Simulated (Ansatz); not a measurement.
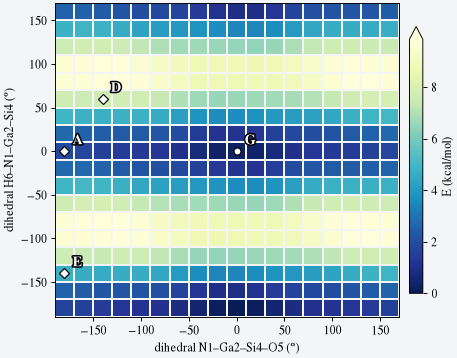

GaH₆NO₂Si, SMILES [NH2][Ga]([OH])[SiH2]O. Coordinates scanned: (1) dihedral N1–Ga2–Si4–O5; (2) dihedral H6–N1–Ga2–Si4. Nothing is relaxed (all other coordinates rigid). Grid: 18 × 18 points. Points are written as (first, second). Energies are in kcal/mol, from the lowest grid point. Level of theory: RKS SPW92 (LDA)/def2-SVP in Ansatz.

The picture shows one coloured cell a grid point, one colour for all values above the top of the scale, lettered points.

**What kind of point is each of A, D, E, G: minimum, saddle, maximum or slope?**

A: saddle point; D: on a slope; E: on a slope; G: minimum. (In these two coordinates alone; a stationary point may lie a little off the grid point.)

**Rank the lettered points by energy, lowest first.**

G (0.26 kcal/mol), A (1.9 kcal/mol), E (4.8 kcal/mol), D (7.6 kcal/mol).
